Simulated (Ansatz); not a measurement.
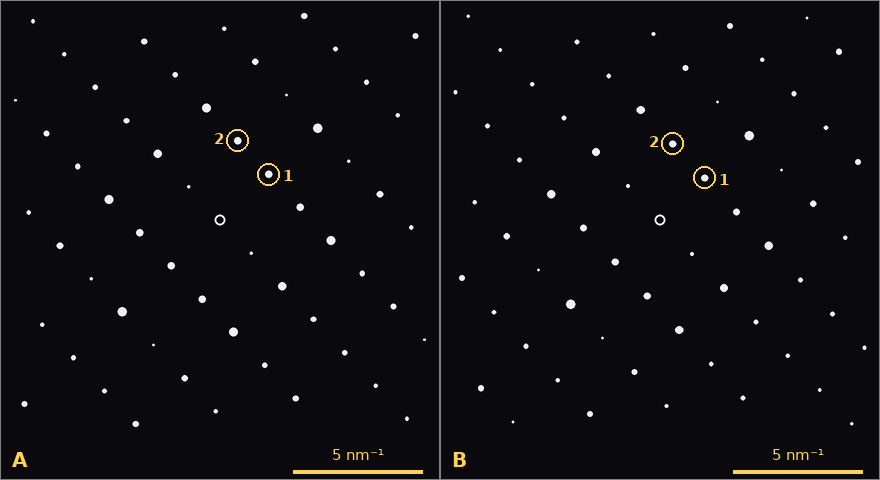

Kinematic electron diffraction patterns (120 kV, B = 0.5 Å², same scale) along [110] of the run's own cell, for the start and the end of one relaxation of SbP with DFT PBE, scalar-relativistic, plane waves, PAW (Ansatz). k mesh 6×6×10. The start is a generated model structure, and the relaxation ends in the nearest stationary point of its symmetry, not necessarily the ground state. Spot 1 is 0 0 -1 and spot 2 is -1 1 -1 in both.

Start structure:

```
Sb P
1.0
     6.38383    0.00000    0.00000
    -3.19191    5.52856    0.00000
     0.00000    0.00000    4.20173
Sb P
3 3
Direct
  0.21818 0.33329 0.00000
  0.66671 0.88489 0.00000
  0.11511 0.78182 0.00000
  0.54972 0.09428 0.50000
  0.54456 0.45028 0.50000
  0.90572 0.45544 0.50000
```

Which pattern belongs to the start structure, and which to the relaxed one?

B is the start: its cell gives d(1) = 4.202 Å, d(2) = 3.345 Å and an angle of 37.2°. A is the relaxed structure, with d(1) = 3.846 Å (-8.5 %), d(2) = 3.183 Å (-4.9 %) and 34.1°.

Name reflections whose intensity changes strongly on relaxation.

4 -4 0 goes from 2.9 to 9.5 % of the strongest spot; 3 -3 -1 goes from 4.5 to 11 % of the strongest spot.

What did the relaxation do to the structure and the energy?

The volume changed by -3.7 % to 23.79 Å³ an atom; with the mean shift removed, the atoms moved by up to 0.16 Å relative to the cell (Sb most); the space group stayed P-6 (No. 174); the free energy fell by 25 meV an atom. Relaxed cell: a = 6.547 Å, b = 6.547 Å, c = 3.846 Å, α = 90.00°, β = 90.00°, γ = 120.00°.
